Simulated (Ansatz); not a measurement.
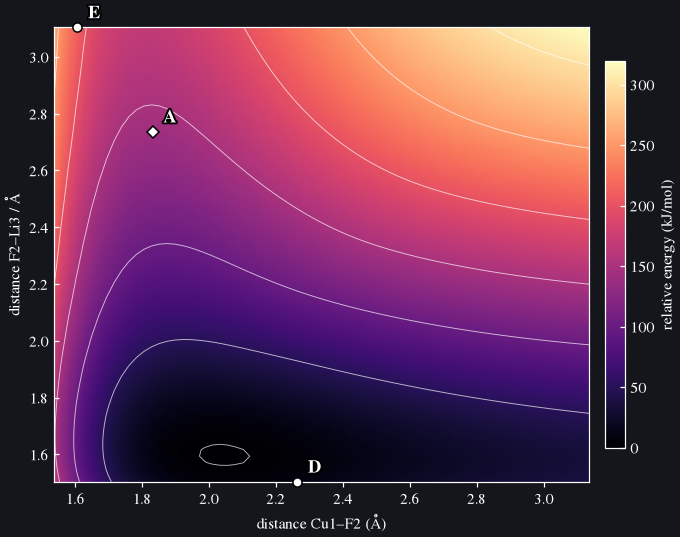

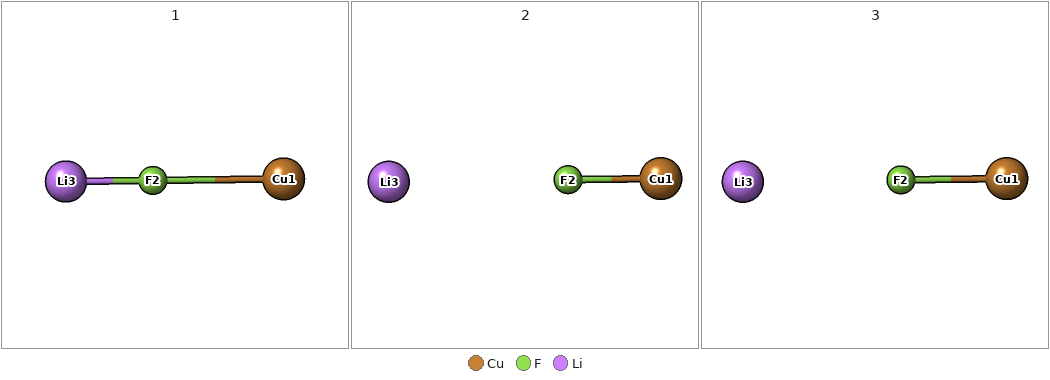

The system Cu + FLi, spin multiplicity 2. Coordinates scanned: (1) distance Cu1–F2; (2) distance F2–Li3. Nothing is relaxed (the angle Cu1–F2–Li3 is fixed at 180 degrees). The scan uses a 12 × 12 grid. Points are written as (first, second). Energies: kJ/mol, counted from the lowest grid point. These are results of UKS PBE0-D4/def2-TZVPD in Ansatz 0.2.0, not measurements.

The picture shows a smooth colour map with a few white contour lines, lettered points. Between grid points the surface is interpolated. The numbered pictures are the structures at these points, in random order.

Which structure belongs to which point?

A is structure 3: (1.832 Å, 2.737 Å), 142 kJ/mol; D is structure 1: (2.264 Å, 1.504 Å), 10 kJ/mol; E is structure 2: (1.607 Å, 3.104 Å), 212 kJ/mol.
